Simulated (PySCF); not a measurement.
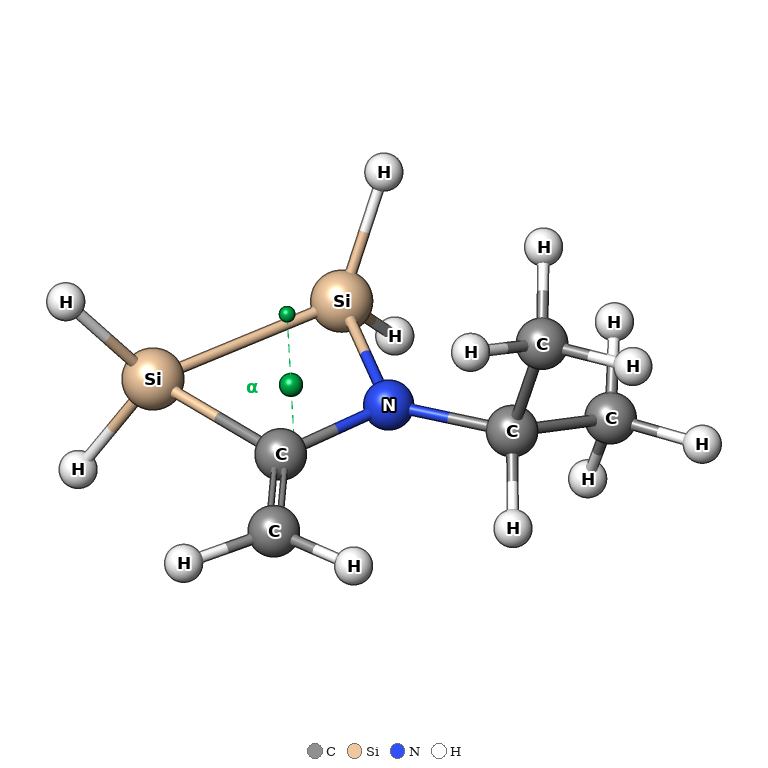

The small points mark where nucleus-independent chemical shifts (NICS) were computed: at the centre of each lettered ring and 1 Å above and below it. Computed geometry: GFN2-xTB optimisation. No frequency run is at hand to confirm it as a minimum. Level of theory: GIAO PBE0/pcSseg-1 NMR shielding, non-relativistic, gas phase (PySCF 2.14.0).

Give NICS(0), NICS(1) and the out-of-plane component NICS(1)zz for each ring (means of the two sides).

```json
{"ring": "α", "members": "CNSi2", "NICS(0)": "−2.4", "NICS(1)": "−2.1", "NICS(1)zz": "3.3"}
```

Values in ppm.

The geometry is semi-empirical. Around Si such bond lengths and angles can be off by a tenth of an ångström or more and by several degrees, and values that hang on the shape move with them.
